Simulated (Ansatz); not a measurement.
**SrCd: a relaxation**

The task is a relaxation on SrCd. The structure is shown as the input types it.

Computed with Ansatz 0.2.0 (DFT, PBEsol, PAW with Ansatz's default frozen-core files, scalar-relativistic; relaxation of cell and atoms, unless a step's input says otherwise).

## (1) The starting structure

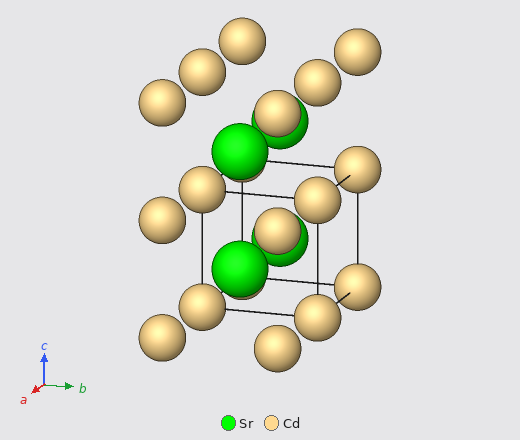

The starting structure, seen slightly off an axis (strontium green, cadmium orange). 2×1×2 cells are drawn. Atoms on the faces are drawn again on the opposite ones.

The input asks for a charge of +0.5 e on the cell.

Coordinates:

```
CELL_PARAMETERS angstrom
4.00300 0.00000 0.00000
0.00000 4.00300 0.00000
0.00000 0.00000 4.00300
ATOMIC_POSITIONS crystal
Sr 0.50000 0.50000 0.50000
Cd 0.00000 0.00000 0.00000
```

## (2) The calculation

File input.yaml:

```yaml
crystal:
  lattice:
    - [4.003, 0.0, 0.0]
    - [0.0, 4.003, 0.0]
    - [0.0, 0.0, 4.003]
  atoms:
    - { symbol: Sr, position: [0.5, 0.5, 0.5] }
    - { symbol: Cd, position: [0.0, 0.0, 0.0] }
kpoints:
  mp_grid: { grid: [10, 10, 10] }
scf:
  occupations: { method: fermi_dirac, width: 0.1 }
  max_iter: 60
hamiltonian:
  xc: pbesol
  pseudopotentials: { kind: paw }
relax:
  f_tol: 0.002
  max_steps: 80
  cell: {}
output:
  forces: true
  stress: true
  write_density: true
  write_potential: true
  elf: true
  volumetric_format: npy
total_charge: 0.5
```

Started as:

```sh
$ ansatz run input.yaml --threads 1 --pin off --max-ram 3072MiB --backend cpu --events-out ev --progress --plain --runs-dir out
```

The program printed:

```text
Engine: ansatz 0.2.0
Pseudopotentials: kind: paw
Pseudopotential: Sr, paw, valence charge 10, recommended cutoff 420 eV (normal), Sr.paw.azcp
Pseudopotential: Cd, paw, valence charge 20, recommended cutoff 420 eV (normal), Cd.paw.azcp
Functional definition: PBEsol
  exchange = pbesol_x
  correlation = pbesol_c
Crystal: 2 atoms, lattice volume = 64.144 Å³
Basis set: ecut = 420 eV, 1237 PW (Γ), exchange–correlation on 54×54×54 points (8 copies of the dense FFT grid, shifted against one another)
Bands: 19, of which v1, the nominal top of the filled ones, is band 15 counted from 1 (14 counted from 0)
Symmetry: 48 space group operations
Space group: Pm-3m (ITA 221), of the structure as read, at distance tolerance 4.0e-5 Å
k-points: 56 of 1000
Non-local potential: Sr, projectors of the file, l = 0: 3, l = 1: 2, l = 2: 2
Non-local potential: Cd, projectors of the file, l = 0: 3, l = 1: 2, l = 2: 2, l = 3: 1
PAW form: soft (Blöchl's): semilocal exchange-correlation on the pseudo side does not see the compensation charge
PAW frozen core: Sr, regenerated for the run's functional, and the local potential with it (the file was generated under x = pbe(κ = 0.804, μ = 0.2195149727645171), c = pbe(β = 0.06672455060314922))
PAW frozen core: Cd, regenerated for the run's functional, and the local potential with it (the file was generated under x = pbe(κ = 0.804, μ = 0.2195149727645171), c = pbe(β = 0.06672455060314922))
PAW one-centre angular grid: Sr, 110 points (default); XC on 64 Gauss nodes
PAW one-centre angular grid: Cd, 590 points (default); XC on 64 Gauss nodes
Initial density: superposition of atomic densities (neutral atoms scaled as one to the charged cell's electrons: chi_scale 0, normalization atom), corrected by the library's trained network
Initial wavefunctions: pseudopotential atomic-orbital guess
Functional: x = pbesol(κ = 0.804, μ = 0.12345679012345678), c = pbesol(β = 0.046)
SCF iter   1: F=—  HF=-11682.608750 eV  |F-HF|=—  |Δ(HF+E_count)|=         —  Δρ=6.96e-2  dr2=3.14e0  ethr=1.77e-3  ⟨swp⟩=6.1  Hψ=5591  notcnv=0
preconditioner: auto → Kerker (q_TF=auto, 2.397 Å⁻¹)  [metal: Δε(μ)=0.005 eV  Ē_g=14.175 eV  σ=0.100 eV  W_gap=0.01  n_scr=18 (ndim 8)  ℏωp=20.5 eV  f_vac=0.000  D(μ)=2.00/eV (n_scr^D=18)]
SCF iter   2: F=—  HF=-11681.568582 eV  |F-HF|=—  |Δ(HF+E_count)|=    1.04e0  Δρ=1.89e-2  dr2=4.21e-1  ethr=1.77e-3  ⟨swp⟩=2.5  Hψ=2636  notcnv=0
SCF iter   3: F=—  HF=-11681.441702 eV  |F-HF|=—  |Δ(HF+E_count)|=   1.27e-1  Δρ=7.90e-3  dr2=5.92e-2  ethr=1.43e-3  ⟨swp⟩=2.0  Hψ=1798  notcnv=0
SCF iter   4: F=—  HF=-11681.427218 eV  |F-HF|=—  |Δ(HF+E_count)|=   1.45e-2  Δρ=1.66e-3  dr2=3.00e-3  ethr=2.01e-4  ⟨swp⟩=2.4  Hψ=1962  notcnv=0
SCF iter   5: F=—  HF=-11681.426709 eV  |F-HF|=—  |Δ(HF+E_count)|=   5.09e-4  Δρ=3.93e-4  dr2=2.07e-4  ethr=1.02e-5  ⟨swp⟩=1.8  Hψ=1236  notcnv=0
SCF iter   6: F=—  HF=-11681.426685 eV  |F-HF|=—  |Δ(HF+E_count)|=   2.38e-5  Δρ=1.26e-4  dr2=1.60e-5  ethr=7.03e-7  ⟨swp⟩=2.0  Hψ=1178  notcnv=0
SCF iter   7: F=—  HF=-11681.426693 eV  |F-HF|=—  |Δ(HF+E_count)|=   7.91e-6  Δρ=4.10e-5  dr2=1.12e-6  ethr=5.42e-8  ⟨swp⟩=2.7  Hψ=1612  notcnv=0
SCF iter   8: F=-11681.426693 eV  HF=-11681.426693 eV  |F-HF|=3.08e-8  |Δ(HF+E_count)|=   1.50e-8  Δρ=1.01e-5  dr2=6.46e-8  ethr=3.39e-10  ⟨swp⟩=9.7  Hψ=7389  notcnv=0
SCF 1 converged in 8 iterations: F = -11681.426693 eV  dr2 = 6.46e-8
relax step   1: F+E_penalty+E_count = -11681.42669289 eV  Δ(F+E_penalty+E_count) = +0.000e0 eV  max|allowed force component| = 6.903e-31 eV/Å  Δτ_max = 0.0000 Å  P = +3.872 GPa  Ω = 64.144 Å³  (8 SCF iters, dr2 threshold 1.00e-7 eV, accepted)
Crystal: 2 atoms, lattice volume = 70.493 Å³
Basis set: ecut = 420 eV, 1357 PW (Γ), exchange–correlation on 54×54×54 points (8 copies of the dense FFT grid, shifted against one another)
Initial density: handed on by an earlier stage of this run
Initial wavefunctions: those handed on with the density
iter 1 solved again at ethr=2.58e-5 eV; its pass at ethr=3.10e-3 eV (dr2=7.60e-3 eV) is discarded
SCF iter   1: F=—  HF=-11680.865157 eV  |F-HF|=—  |Δ(HF+E_count)|=         —  Δρ=2.10e-3  dr2=8.21e-3  ethr=2.58e-5  ⟨swp⟩=2.1  Hψ=6993  notcnv=0
preconditioner: auto → Kerker (q_TF=auto, 2.360 Å⁻¹)  [metal: Δε(μ)=0.050 eV  Ē_g=12.553 eV  σ=0.100 eV  W_gap=0.12  n_scr=18 (ndim 8)  ℏωp=19.5 eV  f_vac=0.000  D(μ)=2.00/eV (n_scr^D=18)]
SCF iter   2: F=—  HF=-11680.863645 eV  |F-HF|=—  |Δ(HF+E_count)|=   1.51e-3  Δρ=1.43e-3  dr2=3.97e-3  ethr=2.58e-5  ⟨swp⟩=1.7  Hψ=1110  notcnv=0
SCF iter   3: F=—  HF=-11680.862114 eV  |F-HF|=—  |Δ(HF+E_count)|=   1.53e-3  Δρ=4.79e-4  dr2=3.06e-4  ethr=1.35e-5  ⟨swp⟩=2.0  Hψ=1186  notcnv=0
SCF iter   4: F=—  HF=-11680.862013 eV  |F-HF|=—  |Δ(HF+E_count)|=   1.01e-4  Δρ=1.94e-4  dr2=2.98e-5  ethr=1.04e-6  ⟨swp⟩=2.3  Hψ=1725  notcnv=0
SCF iter   5: F=—  HF=-11680.862008 eV  |F-HF|=—  |Δ(HF+E_count)|=   4.70e-6  Δρ=4.98e-5  dr2=1.73e-6  ethr=1.01e-7  ⟨swp⟩=2.4  Hψ=1866  notcnv=0
SCF iter   6: F=-11680.862009 eV  HF=-11680.862009 eV  |F-HF|=2.84e-8  |Δ(HF+E_count)|=   4.22e-7  Δρ=1.01e-5  dr2=8.52e-8  ethr=6.78e-10  ⟨swp⟩=7.6  Hψ=7356  notcnv=0
SCF 2 converged in 6 iterations: F = -11680.862009 eV  dr2 = 8.52e-8
relax step   2: F+E_penalty+E_count = -11680.86200865 eV  Δ(F+E_penalty+E_count) = +5.647e-1 eV  max|allowed force component| = 1.750e-30 eV/Å  Δτ_max = 0.0000 Å  P = +1.218 GPa  Ω = 70.493 Å³  energy of the carried Pulay correction = -5.512e-4 eV  (6 SCF iters, dr2 threshold 2.00e-7 eV, accepted)
Crystal: 2 atoms, lattice volume = 73.847 Å³
Basis set: ecut = 420 eV, 1419 PW (Γ), exchange–correlation on 54×54×54 points (8 copies of the dense FFT grid, shifted against one another)
iter 1 solved again at ethr=6.19e-6 eV; its pass at ethr=3.10e-3 eV (dr2=1.82e-3 eV) is discarded
SCF iter   1: F=—  HF=-11680.574125 eV  |F-HF|=—  |Δ(HF+E_count)|=         —  Δρ=9.54e-4  dr2=1.91e-3  ethr=6.19e-6  ⟨swp⟩=2.4  Hψ=6878  notcnv=0
preconditioner: auto → Kerker (q_TF=auto, 2.341 Å⁻¹)  [metal: Δε(μ)=0.060 eV  Ē_g=12.466 eV  σ=0.100 eV  W_gap=0.15  n_scr=18 (ndim 8)  ℏωp=19.1 eV  f_vac=0.000  D(μ)=2.00/eV (n_scr^D=18)]
SCF iter   2: F=—  HF=-11680.573773 eV  |F-HF|=—  |Δ(HF+E_count)|=   3.52e-4  Δρ=6.78e-4  dr2=9.89e-4  ethr=6.19e-6  ⟨swp⟩=1.4  Hψ=1092  notcnv=0
SCF iter   3: F=—  HF=-11680.573377 eV  |F-HF|=—  |Δ(HF+E_count)|=   3.96e-4  Δρ=1.84e-4  dr2=6.27e-5  ethr=3.35e-6  ⟨swp⟩=2.0  Hψ=1206  notcnv=0
SCF iter   4: F=—  HF=-11680.573405 eV  |F-HF|=—  |Δ(HF+E_count)|=   2.73e-5  Δρ=8.83e-5  dr2=6.08e-6  ethr=2.13e-7  ⟨swp⟩=2.1  Hψ=1517  notcnv=0
SCF iter   5: F=—  HF=-11680.573404 eV  |F-HF|=—  |Δ(HF+E_count)|=   4.36e-7  Δρ=2.34e-5  dr2=4.04e-7  ethr=2.06e-8  ⟨swp⟩=2.1  Hψ=1785  notcnv=0
SCF iter   6: F=-11680.573404 eV  HF=-11680.573404 eV  |F-HF|=5.75e-9  |Δ(HF+E_count)|=   1.77e-7  Δρ=6.48e-6  dr2=3.58e-8  ethr=6.78e-10  ⟨swp⟩=9.1  Hψ=6906  notcnv=0
SCF 3 converged in 6 iterations: F = -11680.573404 eV  dr2 = 3.58e-8
relax step   3: F+E_penalty+E_count = -11680.57340435 eV  Δ(F+E_penalty+E_count) = +2.886e-1 eV  max|allowed force component| = 3.944e-31 eV/Å  Δτ_max = 0.0000 Å  P = +0.235 GPa  Ω = 73.847 Å³  energy of the carried Pulay correction = -8.219e-4 eV  (6 SCF iters, dr2 threshold 2.00e-7 eV, accepted)
Crystal: 2 atoms, lattice volume = 74.791 Å³
iter 1 solved again at ethr=4.49e-7 eV; its pass at ethr=3.10e-3 eV (dr2=1.32e-4 eV) is discarded
SCF iter   1: F=—  HF=-11680.493517 eV  |F-HF|=—  |Δ(HF+E_count)|=         —  Δρ=2.54e-4  dr2=1.39e-4  ethr=4.49e-7  ⟨swp⟩=1.9  Hψ=6225  notcnv=0
preconditioner: auto → Kerker (q_TF=auto, 2.336 Å⁻¹)  [metal: Δε(μ)=0.064 eV  Ē_g=12.436 eV  σ=0.100 eV  W_gap=0.16  n_scr=18 (ndim 8)  ℏωp=19.0 eV  f_vac=0.000  D(μ)=2.00/eV (n_scr^D=18)]
SCF iter   2: F=—  HF=-11680.493490 eV  |F-HF|=—  |Δ(HF+E_count)|=   2.62e-5  Δρ=1.83e-4  dr2=7.59e-5  ethr=4.49e-7  ⟨swp⟩=1.2  Hψ=1080  notcnv=0
SCF iter   3: F=—  HF=-11680.493533 eV  |F-HF|=—  |Δ(HF+E_count)|=   4.28e-5  Δρ=4.97e-5  dr2=4.71e-6  ethr=2.57e-7  ⟨swp⟩=2.1  Hψ=1230  notcnv=0
SCF iter   4: F=-11680.493532 eV  HF=-11680.493532 eV  |F-HF|=3.30e-9  |Δ(HF+E_count)|=   1.25e-6  Δρ=1.12e-5  dr2=1.12e-7  ethr=4.68e-10  ⟨swp⟩=8.3  Hψ=7992  notcnv=0
SCF 4 converged in 4 iterations: F = -11680.493532 eV  dr2 = 1.12e-7
relax step   4: F+E_penalty+E_count = -11680.49353195 eV  Δ(F+E_penalty+E_count) = +7.987e-2 eV  max|allowed force component| = 2.630e-30 eV/Å  Δτ_max = 0.0000 Å  P = -0.003 GPa  Ω = 74.791 Å³  energy of the carried Pulay correction = -8.958e-4 eV  (4 SCF iters, dr2 threshold 1.38e-7 eV, accepted)
Basis set: ecut = 420 eV, 1419 PW (Γ), exchange–correlation on 60×60×60 points (8 copies of the dense FFT grid, shifted against one another)
Initial wavefunctions: pseudopotential atomic-orbital guess (no wavefunctions were taken with the density)
iter 1 solved again at ethr=5.56e-8 eV; its pass at ethr=3.10e-3 eV (dr2=1.64e-5 eV) is discarded
SCF iter   1: F=—  HF=-11680.494262 eV  |F-HF|=—  |Δ(HF+E_count)|=         —  Δρ=1.26e-4  dr2=1.79e-6  ethr=5.56e-8  ⟨swp⟩=4.4  Hψ=9389  notcnv=0
preconditioner: auto → Kerker (q_TF=auto, 2.336 Å⁻¹)  [metal: Δε(μ)=0.064 eV  Ē_g=12.430 eV  σ=0.100 eV  W_gap=0.16  n_scr=18 (ndim 8)  ℏωp=19.0 eV  f_vac=0.000  D(μ)=2.00/eV (n_scr^D=18)]
SCF iter   2: F=—  HF=-11680.494284 eV  |F-HF|=—  |Δ(HF+E_count)|=   2.22e-5  Δρ=6.46e-5  dr2=5.19e-7  ethr=6.05e-9  ⟨swp⟩=2.0  Hψ=1897  notcnv=0
SCF iter   3: F=—  HF=-11680.494285 eV  |F-HF|=—  |Δ(HF+E_count)|=   2.66e-7  Δρ=9.01e-6  dr2=2.99e-8  ethr=1.76e-9  ⟨swp⟩=3.0  Hψ=1935  notcnv=0
SCF iter   4: F=—  HF=-11680.494285 eV  |F-HF|=—  |Δ(HF+E_count)|=   3.53e-9  Δρ=2.13e-6  dr2=8.66e-9  ethr=1.01e-10  ⟨swp⟩=2.0  Hψ=1898  notcnv=0
SCF iter   5: F=—  HF=-11680.494285 eV  |F-HF|=—  |Δ(HF+E_count)|=   1.79e-9  Δρ=4.96e-7  dr2=3.76e-10  ethr=2.93e-11  ⟨swp⟩=2.0  Hψ=1171  notcnv=0
SCF iter   6: F=-11680.494285 eV  HF=-11680.494285 eV  |F-HF|=1.82e-12  |Δ(HF+E_count)|=  1.16e-10  Δρ=8.70e-8  dr2=4.99e-12  ethr=1.00e-12  ⟨swp⟩=5.4  Hψ=5751  notcnv=0
SCF 5 converged in 6 iterations: F = -11680.494285 eV  dr2 = 4.99e-12
relax step   5: F+E_penalty+E_count = -11680.49428468 eV  Δ(F+E_penalty+E_count) = -7.527e-4 eV  max|allowed force component| = 1.183e-30 eV/Å  Δτ_max = 0.0000 Å  P = -0.004 GPa  Ω = 74.791 Å³  stress off target by 3.98e-3 GPa  SCF on the basis re-selected at this cell (its energy is not comparable with the rows above)  (6 SCF iters)
basis re-selected at this cell: Δ(F+E_penalty+E_count) = -7.527e-4 eV, ΔP = -0.001 GPa vs the last step (what re-selecting the basis moved, of the pressure what is left beyond the Pulay correction that the steps carried, after the strain that the cell walked since its last selection, with what the two solves' SCF thresholds leave and, on support functions, any second-order correction that the steps lacked; it is no measure of the basis error at this ecutwfc). The dense FFT grid was sized anew with the basis: this SCF ran on 30×30×30 points, the steps before it on 27×27×27, so part of this shift can come from that change (see relax.cell in the input reference). This SCF's stress stands 3.98e-3 GPa from its target on what of the cell is left free (relax.cell.stress_tol is 5.00e-2 GPa) and its largest allowed force component is 1.18e-30 eV/Å (relax.f_tol is 2.00e-3 eV/Å): within both
SCF converged after 6 iterations
Free energy (F): -11680.494285 eV
Harris-Foulkes:  -11680.494285 eV  (|F-HF|=1.82e-12)
Internal energy: -11680.430924 eV  (E = F + TS)
E sigma→0 (E₀):  -11680.462604 eV
Entropy (-TS):   -0.063361 eV (-31.680 meV/atom)
Fermi energy:    7.366642 eV
--- Per-component energies (eV) ---
  E_band       = -635.281730
  E_kinetic    = 741.513069
  E_local      = -4718.911165  (includes V_loc(G=0)·N_el)
  E_nonlocal   = 237.472019
  E_hartree    = 2029.347863
  E_xc         = -340.992895
  E_vxc        = -374.456245  (∫ρ·V_xc dr)
  E_paw        = -6656.913888  (= ΣΔE_a)
  E_vpaw       = -579.595005  (= ΣTr[D̂ρ^β])
  E_aug_tail   = 0.000011  (compensation charges beyond the density's cutoff)
  E_ewald      = -2972.422245
  E_core_change = 0.476307  (= ΣΔE_core)
  E_smearing   = -0.063361  (= −TS)
  E_closure    = 0.000000  (closes the sum)
  E_deformation_potential = 6.291561  (in the stress; not in F)
  Σ components = -11680.494285   (vs F -11680.494285, Δ=0.00e0)
--- Forces (eV/Å), atoms counted from 1 ---
  atom   1  Sr     0.00000000     0.00000000     0.00000000
  atom   2  Cd     0.00000000     0.00000000     0.00000000
  max |Σ_I F_I| component: 2.96e-30 eV/Å
--- Stress (GPa, compression-positive) ---
       -0.003977       0.000000      -0.000000
        0.000000      -0.003977       0.000000
       -0.000000       0.000000      -0.003977
  P = ⅓ Tr σ = -0.0040 GPa (-0.040 kbar)
--- Band table (eV; the first three rows and the last of 56) ---
  k-point 0: bands = ["-94.8960", "-55.9789", "-55.9789", "-55.9789", "-28.4704", "-10.4125", "-10.4125", "-10.4125", "-0.9034", "-0.9034", "-0.8127", "-0.8127", "-0.8127", "2.2818", "9.0164", "9.0164", "11.1450", "11.1450", "11.1450"]
  k-point 1: bands = ["-94.8960", "-55.9789", "-55.9789", "-55.9789", "-28.4698", "-10.4251", "-10.4115", "-10.4115", "-0.9020", "-0.8928", "-0.8151", "-0.8151", "-0.8120", "2.3805", "8.7952", "9.0486", "10.8661", "10.8911", "10.8911"]
  k-point 2: bands = ["-94.8960", "-55.9790", "-55.9789", "-55.9789", "-28.4684", "-10.4579", "-10.4090", "-10.4090", "-0.8982", "-0.8650", "-0.8214", "-0.8214", "-0.8102", "2.6710", "8.0208", "9.1376", "10.4647", "10.4647", "10.9171"]
  k-point 55: bands = ["-94.8960", "-55.9791", "-55.9791", "-55.9791", "-28.4534", "-10.5091", "-10.5091", "-10.5091", "-0.8742", "-0.8742", "-0.8742", "-0.7209", "-0.7209", "6.4980", "7.1387", "7.1387", "7.1387", "11.5443", "11.5443"]
--- Relaxed structure (4 steps of the walk, 4 accepted, 1 SCFs on fresh bases) ---
  F+E_penalty+E_count = -11680.49428468 eV   max|allowed force component| = 1.183e-30 eV/Å   (the final SCF, on the basis selected at the relaxed cell)
  cell:  # Å, volume = 74.7910 Å³
    - [4.213243327152158, 4.3333423748712815e-34, 1.9901276092001435e-33]
    - [4.3333423748712815e-34, 4.213243327152158, 0.0]
    - [1.9901276092001435e-33, 0.0, 4.213243327152158]
  atoms:
    - { symbol: Sr, position: [0.5, 0.5, 0.5] }
    - { symbol: Cd, position: [1.2829910529679842e-34, -6.0140205607804047e-36, -4.0093470405263465e-36] }
```

It took 10 s on 1 thread of Intel Xeon 6975P-C (Granite Rapids), shared host; peak memory 0.44 GiB.

## (3) Can this be trusted?

The run converged and reported no error. Convergence says nothing about whether the input makes sense.

The suspect setting: total_charge is 0.5. The typed charge changes the electron count, so this is no longer the system that was meant.

The test: delete total_charge (the default then holds).

## (4) Second run, to compare

Other changes include scf.max_iter, output requests.

Edit input.yaml of step 2 so:

```diff
@@ -12,3 +12,2 @@
   occupations: { method: fermi_dirac, width: 0.1 }
-  max_iter: 60
 hamiltonian:
@@ -23,6 +22 @@
   stress: true
-  write_density: true
-  write_potential: true
-  elf: true
-  volumetric_format: npy
-total_charge: 0.5
```

Started as:

```sh
$ ansatz run input.yaml --threads 1 --pin off --max-ram 3072MiB --backend cpu --events-out ev --progress --plain --runs-dir out
```

Excerpt of the output:

```text
[...]
Basis set: ecut = 420 eV, 1237 PW (Γ), exchange–correlation on 54×54×54 points (8 copies of the dense FFT grid, shifted against one another)
[...]
k-points: 56 of 1000
[...]
SCF iter   1: F=—  HF=-11676.931174 eV  |F-HF|=—  |Δ(HF+E_count)|=         —  Δρ=2.94e-3  dr2=4.65e-3  ethr=1.77e-3  ⟨swp⟩=6.0  Hψ=5561  notcnv=0
preconditioner: auto → Kerker (q_TF=auto, 2.404 Å⁻¹)  [metal: Δε(μ)=0.029 eV  Ē_g=12.425 eV  σ=0.100 eV  W_gap=0.07  n_scr=18 (ndim 8)  ℏωp=20.7 eV  f_vac=0.000  D(μ)=1.27/eV (n_scr^D=6)]
SCF iter   2: F=—  HF=-11676.931803 eV  |F-HF|=—  |Δ(HF+E_count)|=   6.30e-4  Δρ=9.42e-4  dr2=5.41e-4  ethr=1.55e-5  ⟨swp⟩=2.9  Hψ=2583  notcnv=0
[...]
relax step   1: F+E_penalty+E_count = -11676.93164699 eV  Δ(F+E_penalty+E_count) = +0.000e0 eV  max|allowed force component| = 2.630e-30 eV/Å  Δτ_max = 0.0000 Å  P = -0.440 GPa  Ω = 64.144 Å³  (6 SCF iters, dr2 threshold 1.00e-7 eV, accepted)
[...]
relax step   2: F+E_penalty+E_count = -11676.93300457 eV  Δ(F+E_penalty+E_count) = -1.358e-3 eV  max|allowed force component| = 1.118e-30 eV/Å  Δτ_max = 0.0000 Å  P = -0.150 GPa  Ω = 63.447 Å³  energy of the carried Pulay correction = +6.819e-5 eV  (5 SCF iter
[...]
relax step   3: F+E_penalty+E_count = -11676.93320144 eV  Δ(F+E_penalty+E_count) = -1.969e-4 eV  max|allowed force component| = 4.602e-31 eV/Å  Δτ_max = 0.0000 Å  P = +0.004 GPa  Ω = 63.093 Å³  energy of the carried Pulay correction = +1.031e-4 eV  (5 SCF iter
[...]
SCF iter   5: F=—  HF=-11676.933093 eV  |F-HF|=—  |Δ(HF+E_count)|=  2.18e-10  Δρ=2.54e-7  dr2=2.96e-11  ethr=2.82e-12  ⟨swp⟩=2.9  Hψ=1678  notcnv=0
SCF iter   6: F=-11676.933093 eV  HF=-11676.933093 eV  |F-HF|=3.64e-12  |Δ(HF+E_count)|=  3.64e-12  Δρ=1.91e-8  dr2=1.92e-13  ethr=1.00e-12  ⟨swp⟩=6.0  Hψ=4860  notcnv=0
[...]
relax step   4: F+E_penalty+E_count = -11676.93309321 eV  Δ(F+E_penalty+E_count) = +1.082e-4 eV  max|allowed force component| = 6.574e-31 eV/Å  Δτ_max = 0.0000 Å  P = +0.005 GPa  Ω = 63.093 Å³  stress off target by 4.51e-3 GPa  SCF on the basis re-selected at 
[...]
SCF converged after 6 iterations
Free energy (F): -11676.933093 eV
[...]
E sigma→0 (E₀):  -11676.911905 eV
[...]
Fermi energy:    9.259274 eV
[...]
  P = ⅓ Tr σ = 0.0045 GPa (0.045 kbar)
--- Relaxed structure (3 steps of the walk, 3 accepted, 1 SCFs on fresh bases) ---
[...]
```

Run time: 6.9 s. Hardware: 1 thread of Intel Xeon 6975P-C (Granite Rapids), shared host; peak memory 0.42 GiB.

| run | ending | energy change | pressure (GPa) | gap (eV) | force (eV/Å) | cycles | time |
| --- | --- | --- | --- | --- | --- | --- | --- |
| first try | converged | not comparable | 0.0 | 0.00 | 0.00 | 30 | 10 s |
| second try | converged | - | 0.0 | 0.00 | 0.00 | 22 | 6.9 s |

## (5) What came out

| quantity | value |
| --- | --- |
| first try | converged |
| fault in the input | wrong charge |
| second try | converged |
| energy (zero set by the potentials) | -11676.9331 eV |
| pressure | 0.00 GPa |
| gap on the mesh | none (metal on this mesh) |
| largest force | 0.000 eV/Å |

In words: Both runs converge, but their results differ; on mending, the final volume goes from 74.79 to 63.09 Å³. Only the second answers the question as it was meant.
